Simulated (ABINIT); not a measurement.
# Quasiparticle gap of BaTiO3 (Pm-3m) in ABINIT, part 3 of 3

Wanted: ground state, empty states, screening and self-energy for BaTiO3 (Pm-3m).

ABINIT 10.8.3; LDA and many-body steps on it, plane waves. Known limits of the many-body steps: not at the basis limit; no spin-orbit coupling; coarse k mesh.

So far. Step 4 (Empty states on the mesh, 4×4×4 mesh, 148 bands): On this mesh the gap is 1.712 eV. Step 5 (Screening, 4×4×4 mesh, 140 bands, screening to 130.6 eV): Local fields lower ε∞ by 6 %. On a Γ-centred mesh this coarse the value itself is usually too large, while a short band sum pulls it down.

### 6. Self-energy, 4×4×4 mesh, 140 bands, screening to 130.6 eV

The self-energy is evaluated for the states that the input lists, and the levels follow from it, in one-shot runs by the linearised quasiparticle equation.

This step: G0W0 on LDA, plane waves, norm-conserving pseudopotentials.

File run.abi:

```
acell 3*1.0 Angstrom
rprim 
  4.006000000000 0.000000000000 0.000000000000
  0.000000000000 4.006000000000 0.000000000000
  0.000000000000 0.000000000000 4.006000000000
ntypat 3
znucl 56 22 8
natom 5
typat 1 2 3 3 3
xred 
  0.500000000000 0.500000000000 0.500000000000
  0.000000000000 0.000000000000 0.000000000000
  0.500000000000 0.000000000000 0.000000000000
  0.000000000000 0.500000000000 0.000000000000
  0.000000000000 0.000000000000 0.500000000000
pp_dirpath "pseudos"
pseudos "Ba.upf, Ti.upf, O.upf"
ecut 38
ngkpt 4 4 4
nshiftk 1
shiftk 0 0 0
kptopt 1
chksymbreak 0
istwfk *1
occopt 1
irdwfk 1
optdriver 4
nband 140
gwcalctyp 0
ecutsigx 38
symsigma 1
nkptgw 4
kptgw 
  0.5000000000 0.5000000000 0.5000000000
  0.0000000000 0.0000000000 0.0000000000
  0.5000000000 0.0000000000 0.0000000000
  0.5000000000 0.5000000000 0.0000000000
bdgw 
  18 23
  18 23
  19 23
  18 22
ecuteps 4.8
irdscr 1
ppmodel 1
indata_prefix "in"
outdata_prefix "out"
tmpdata_prefix "tmp"
```

Launch:

```bash
> OMP_NUM_THREADS=1 mpirun -n 8 abinit run.abi > log
```

Numbers of over 12 decimals in the logs are rounded to 6 here.

Output:

```text
.Version 10.8.3 of ABINIT. v10.8.2 released Aug 2026.

 Symmetries : space group Pm -3 m (#221); Bravais cP (primitive cubic)
[... echo of the input left out ...]
== DATASET  1 ==================================================================
-   mpi_nproc: 8, omp_nthreads: 1 (-1 if OMP is not activated)

--- !DatasetInfo
iteration_state: {dtset: 1, }
dimensions: {natom: 5, nkpt: 10, mband: 140, nsppol: 1, nspinor: 1, nspden: 1, mpw: 4945, }
cutoff_energies: {ecut:  38.0, pawecutdg:  -1.0, }
electrons: {nelect:   4.00000000E+01, charge:   0.00000000E+00, occopt:   1.00000000E+00, tsmear:   1.00000000E-02, }

 SIGMA: Calculation of the GW corrections

 Based on a program developped by R.W. Godby, V. Olevano, G. Onida, and L. Reining.
 Incorporated in ABINIT by V. Olevano, G.-M. Rignanese, and M. Torrent.
.Using double precision arithmetic ; gwpc =  8

[... cell and pseudopotentials left out ...]
--------------------------------------------------------------------------------

 ==== K-mesh for the wavefunctions ====
 Number of points in the irreducible wedge :    10
[... list of points left out ...]
 Together with 48 symmetry operations and time-reversal symmetry
 yields    64 points in the full Brillouin Zone.

 ==== Q-mesh for screening function ====
 Number of points in the irreducible wedge :    10
[... list of points left out ...]
 Together with 48 symmetry operations and time-reversal symmetry
 yields    64 points in the full Brillouin Zone.

 vcoul_init : cutoff-mode = AUXILIARY_FUNCTION
 q-points for optical limit:   1
     1)      0.000010    0.000020    0.000030
 setmesh: FFT mesh size selected  =    45x   45x   45
          total number of points  =        91125

 Number of electrons calculated from density =   40.0000; Expected =   40.0000
 average of density, n =  0.092200
 r_s =    1.3732
 omega_plasma =   29.2901 [eV]

 === KS Band Gaps ===
  >>>> For spin  1
   Minimum direct gap =   1.8483 [eV], located at k-point      :   0.0000  0.0000  0.0000
   Fundamental gap    =   1.7123 [eV], Top of valence bands at :   0.5000  0.5000  0.5000
                                       Bottom of conduction at :   0.0000  0.0000  0.0000
 SIGMA fundamental parameters:
 PLASMON POLE MODEL  1
 number of plane-waves for SigmaX                 4945
 number of plane-waves for SigmaC and W            203
 number of plane-waves for wavefunctions          4945
 number of bands                                   140
 number of independent spin polarizations            1
 number of spinorial components                      1
 number of k-points in IBZ                          10
 number of q-points in IBZ                          10
 number of symmetry operations                      48
 number of k-points in BZ                           64
 number of q-points in BZ                           64
 number of frequencies for dSigma/dE                 9
 frequency step for dSigma/dE [eV]                0.25
 number of omega for Sigma on real axis              0
 max omega for Sigma on real axis  [eV]           0.00
 zcut for avoiding poles [eV]                     0.10

 EPSILON^-1 parameters (SCR file):
 dimension of the eps^-1 matrix on file            203
 dimension of the eps^-1 matrix used               203
 number of plane-waves for wavefunctions          4945
 number of bands                                   140
 number of q-points in IBZ                          10
 number of frequencies                               2
 number of real frequencies                          1
 number of imag frequencies                          1

 matrix elements of self-energy operator (all in [eV])

 Perturbative Calculation

--- !SelfEnergy_ee
iteration_state: {dtset: 1, }
kpoint     : [   0.500,    0.500,    0.500, ]
spin       : 1
KS_gap     :    4.186
QP_gap     :    5.900
Delta_QP_KS:    1.713
data: !SigmaeeData |
     Band     E0 <VxcDFT>   SigX SigC(E0)      Z dSigC/dE  Sig(E)    E-E0       E
       18   6.244 -19.735 -24.909   5.020   0.762  -0.313 -19.852  -0.117   6.127
       19   6.244 -19.735 -24.909   5.020   0.762  -0.313 -19.852  -0.117   6.127
       20   6.244 -19.735 -24.909   5.020   0.762  -0.313 -19.852  -0.117   6.127
       21  10.430 -21.684 -13.136  -6.379   0.736  -0.359 -20.088   1.596  12.026
       22  10.430 -21.684 -13.136  -6.379   0.736  -0.359 -20.088   1.596  12.026
       23  10.430 -21.684 -13.136  -6.379   0.736  -0.359 -20.088   1.596  12.026

--- !SelfEnergy_ee
iteration_state: {dtset: 1, }
kpoint     : [   0.000,    0.000,    0.000, ]
spin       : 1
KS_gap     :    1.848
QP_gap     :    3.437
Delta_QP_KS:    1.589
data: !SigmaeeData |
     Band     E0 <VxcDFT>   SigX SigC(E0)      Z dSigC/dE  Sig(E)    E-E0       E
       18   6.108 -19.970 -24.841   4.700   0.768  -0.302 -20.101  -0.131   5.977
       19   6.108 -19.970 -24.841   4.700   0.768  -0.302 -20.101  -0.131   5.977
       20   6.108 -19.970 -24.841   4.700   0.768  -0.302 -20.101  -0.131   5.977
       21   7.956 -18.786 -11.388  -5.521   0.777  -0.287 -17.328   1.458   9.414
[...]
--- !SelfEnergy_ee
iteration_state: {dtset: 1, }
kpoint     : [   0.500,    0.000,    0.000, ]
spin       : 1
KS_gap     :    2.578
QP_gap     :    4.263
Delta_QP_KS:    1.685
data: !SigmaeeData |
     Band     E0 <VxcDFT>   SigX SigC(E0)      Z dSigC/dE  Sig(E)    E-E0       E
[...]
--- !SelfEnergy_ee
iteration_state: {dtset: 1, }
kpoint     : [   0.500,    0.500,    0.000, ]
spin       : 1
KS_gap     :    3.586
QP_gap     :    5.266
Delta_QP_KS:    1.680
data: !SigmaeeData |
     Band     E0 <VxcDFT>   SigX SigC(E0)      Z dSigC/dE  Sig(E)    E-E0       E
       18   5.386 -18.663 -23.811   4.812   0.766  -0.305 -18.921  -0.257   5.128
       19   5.386 -18.663 -23.811   4.812   0.766  -0.305 -18.921  -0.257   5.128
       20   6.169 -19.570 -24.734   4.994   0.763  -0.311 -19.699  -0.129   6.040
       21   9.754 -21.241 -13.313  -5.848   0.746  -0.341 -19.689   1.552  11.306
       22   9.754 -21.241 -13.313  -5.848   0.746  -0.341 -19.689   1.552  11.306

== END DATASET(S) ==============================================================
================================================================================

 -outvars: echo values of variables after computation  --------
           etotal      0.0000000000E+00
            nband         140
             nkpt          10
          spgroup         221
 [... the other variables as echoed above ...]

 Calculation completed.
```

Wall time 17 s (8 MPI ranks of Arm Neoverse V1, shared host); peak memory 1.8 GiB; 2.3 min of CPU time.

Numbers from this step:

```yaml
g0w0_gap_on_the_mesh: 3.287 eV
starting_gap_on_the_mesh: 1.712 eV
k_of_the_valence_top: 0.5, 0.5, 0.5
k_of_the_conduction_bottom: 0, 0, 0
z_at_the_valence_top: 0.762
z_at_the_conduction_bottom: 0.777
least_direct_g0w0_gap_on_the_computed_points: 3.437 eV
```

The gap on the mesh goes from 1.71 eV to 3.29 eV, a correction of +1.57 eV.

Limits: finite bands, cutoff and mesh; no spin-orbit coupling; coarse k mesh. v1 is the top filled band, c1 the lowest empty one. Levels before and after the correction, in eV, zero at the valence-band top of each column:

|  | conduction bottom | valence top |
| --- | --- | --- |
| Kohn-Sham | 1.71 | 0.00 |
| G0W0 | 3.29 | 0.00 |

|  | level | energy (eV) |
| --- | --- | --- |
| Kohn-Sham | (0.5 0.5 0.5) v3-v1 | 0.000 |
| Kohn-Sham | (0.5 0.5 0.5) c1-c3 | 4.186 |
| Kohn-Sham | Γ v3-v1 | -0.136 |
| Kohn-Sham | Γ c1-c3 | 1.712 |
| G0W0 | (0.5 0.5 0.5) v3-v1 | 0.000 |
| G0W0 | (0.5 0.5 0.5) c1-c3 | 5.899 |
| G0W0 | Γ v3-v1 | -0.150 |
| G0W0 | Γ c1-c3 | 3.287 |

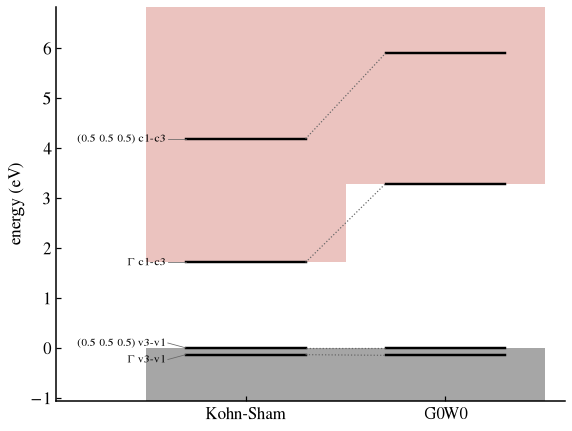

Levels before and after the correction. Shaded: valence and conduction bands.

### 7. Where the time went

Times are wall times on 8 MPI ranks of Arm Neoverse V1, shared host. The host was busy with other work, so they are no guide to cost.

| step | time | share | memory (GiB) |
| --- | --- | --- | --- |
| ground state | 24 s | 9 % | 0.63 |
| bands along the symmetry lines | 24 s | 8 % | 0.62 |
| empty states on the mesh | 2.7 min | 58 % | 10 |
| screening | 54 s | 19 % | 2.2 |
| self-energy | 17 s | 6 % | 1.8 |

### 8. Results

| Quantity | Value |
| --- | --- |
| LDA gap | 1.71 eV, indirect |
| G0W0 gap on the mesh | 3.29 eV |
| GW settings | 4×4×4 mesh, 140 bands, screening to 130.6 eV, Godby-Needs plasmon pole |
| known limits | not at the basis limit; no spin-orbit coupling; coarse k mesh |

**Reading.** G0W0 moves the gap on the mesh from 1.71 eV to 3.29 eV (+1.57 eV), with Z of 0.76 and 0.78 at the edges. Local fields lower the RPA ε∞ on this mesh from 7.56 to 7.13; a Γ-centred mesh this coarse tends to raise both, most where the direct gap is narrow, while a short band sum lowers them. The dearest step here is «empty states on the mesh». Against experiment, by G0W0@LDA: the gap of 3.29 eV lies +0.09 eV from the measured 3.2 eV (optical, 2024); the gap of 3.29 eV lies +0.01 eV from the measured 3.28 eV (optical, 2024). An exciton line or allowed optical edge lies below the quasiparticle gap by the binding energy; a forbidden edge can push the onset above it. The calculation has static nuclei and no excitons; a measured gap holds zero-point and thermal motion, which mostly lowers it. Bands and cutoff are finite, so the gap is not at the basis limit. The miss can reach some tenths of an eV and take either sign; the mesh is an error of its own. The 4×4×4 mesh is coarse for this cell, which bears on the long-range parts of exchange and screening. This is the ideal cubic cell; many perovskites, halides above all, are cubic only on average, and local tilts or off-centring can widen the gap. The many-body steps are scalar-relativistic: spin-orbit coupling is not in them.

[Paths, hosts, dates, memory and timing lines, banners, echoed tables and standing remarks are left out of the program output.]

[Logs are printed without paths, hosts, clocks, repeated set-up lines and the standing remarks that a program may print on its own settings, such as how far it seeks lower states.]

[Runs of the session that timed out or met a known fault of the program may be left out.]

[Hosts, paths, dates, database ids (printed as entryN), source tags and the programs' standing remarks are cut or masked in the printed files.]

[G0W0 gaps are taken among the corrected bands and points alone; a level outside them can change the order at an edge.]

[Where Ansatz stands beside ABINIT at settings called matched, ABINIT's density can come from a denser mesh and the files from another edition; pairs whose starting gaps differed by over 0.03 eV were left out, so agreement reads better than it is.]
